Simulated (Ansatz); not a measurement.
## Electronic structure of C2H7FSi2 (SMILES F[SiH]1CC[SiH2]1) in real space

The calculation's input:

```
crystal:
  periodic: [false, false, false]
  atoms:
    - {symbol: F, position_ang: [-2.377653, 0.470400, 0.846328]}
    - {symbol: Si, position_ang: [-1.392280, 0.188122, -0.393673]}
    - {symbol: C, position_ang: [-0.157436, -1.185954, -0.001247]}
    - {symbol: C, position_ang: [0.972280, -0.322815, 0.629224]}
    - {symbol: Si, position_ang: [0.635909, 1.331500, -0.264856]}
    - {symbol: H, position_ang: [-2.269043, 0.025781, -1.584568]}
    - {symbol: H, position_ang: [-0.490336, -2.021111, 0.619801]}
    - {symbol: H, position_ang: [0.177721, -1.607020, -0.956800]}
    - {symbol: H, position_ang: [0.782691, -0.180857, 1.697459]}
    - {symbol: H, position_ang: [1.971388, -0.751549, 0.528145]}
    - {symbol: H, position_ang: [1.345667, 1.406469, -1.573396]}
    - {symbol: H, position_ang: [0.878090, 2.591934, 0.487585]}
basis:
  gaussian: {orbitals: def2-TZVPP}
hamiltonian: {xc: pbe0, dispersion: d4}
output: {orbitals: {seedname: orbitals}}
```

Run with:

```sh
ansatz run in.yaml --threads 4 --pin off --events-out ev --progress --plain --max-ram 10444MiB
```

Geometry: PBE0-D4/def2-TZVP.

These are results of RKS PBE0-D4/def2-TZVPP (Ansatz), not measurements.

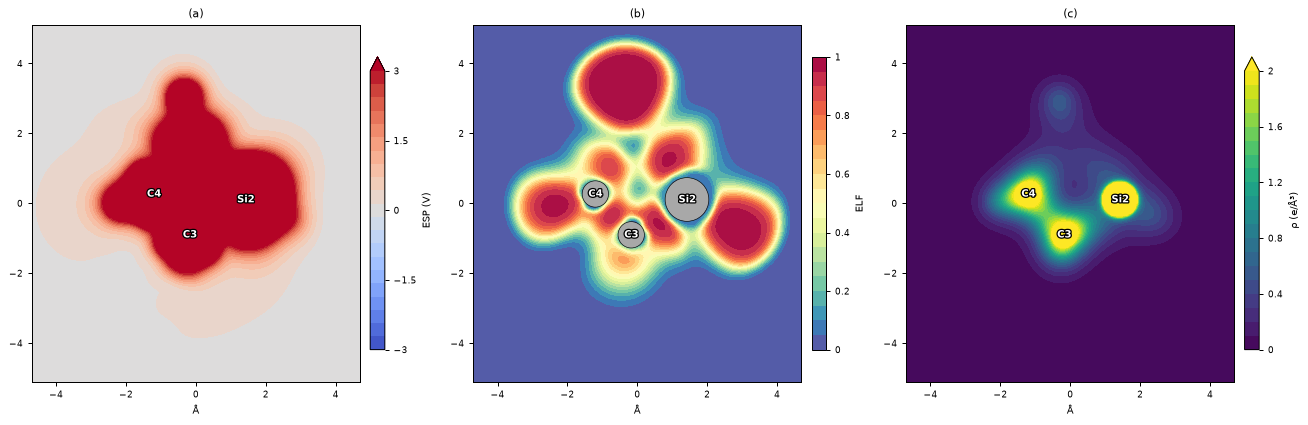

Figure 1. (a) electrostatic potential; (b) ELF; (c) electron density on the plane of atoms Si2, C3 and C4. Grey discs cover the atomic cores in the ELF map.

**Describe what can be read from this map.**

The section cuts through Si and C sites.
C–C (1.56 Å): ρ is about 1.5 e/Å³ halfway; the ELF peaks at about 0.95 between the atoms (a covalent bond).
C–Si (1.89 Å): ρ is about 0.96 e/Å³ halfway; the ELF peaks at about 0.95 between the atoms, as expected for localised, covalent bonding.
The potential has no marked negative region in this plane.

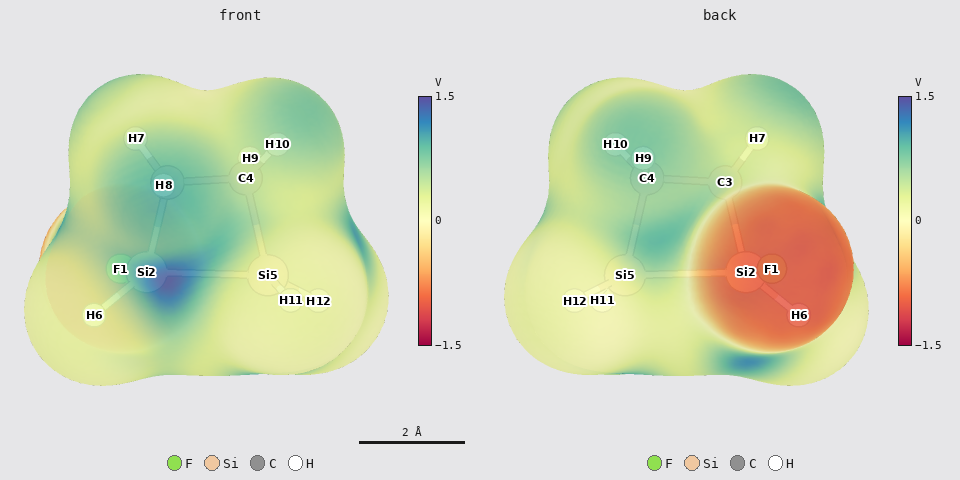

Figure 2. The electrostatic potential painted on the density surface at 0.002 e/bohr³, seen from the front and from behind; the colour scale runs from red (negative) to blue (positive).

**Which sites attract a positive test charge, and which a negative one?**

A positive charge is drawn to the negative regions and a negative charge to the positive ones. The most negative region (about −1.0 V, or −23 kcal/mol for a unit charge) lies over F1, the most positive (about +1.2 V, or +28 kcal/mol for a unit charge) over Si2.

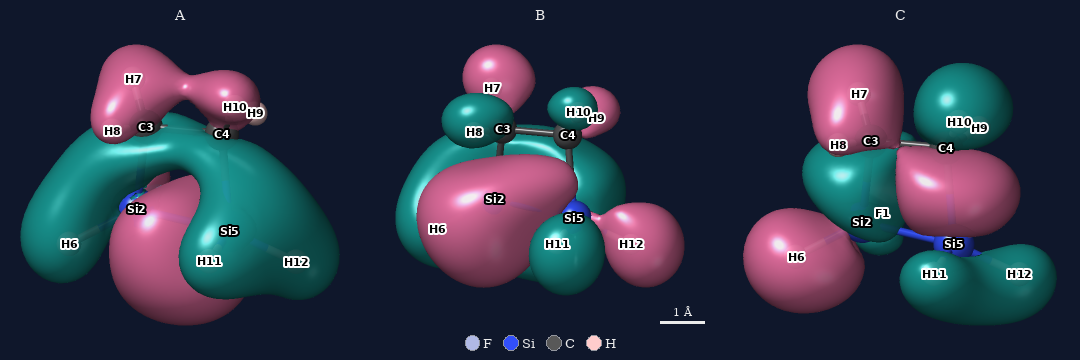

Figure 3. Three frontier orbitals at ±0.06 Å⁻³ᐟ² (teal and pink are the two phases), in no order.

**Which picture is the HOMO−1, the HOMO and the LUMO?**

C is the HOMO−1 (−8.10 eV). Its weight (Hirshfeld) is mainly on C4 (about 25 %), C3 (about 20 %), Si5 (about 15 %), Si2 (about 15 %) and H6 (about 5 %). A is the HOMO (−7.49 eV). By Hirshfeld shares it lies mainly on Si5 (about 35 %), Si2 (about 30 %) and C3 (about 10 %). B is the LUMO (−0.38 eV). Its weight (Hirshfeld) is mainly on Si2 (about 40 %), Si5 (about 25 %) and F1 (about 5 %).

**What is the HOMO–LUMO gap?**

7.11 eV between the orbital energies.
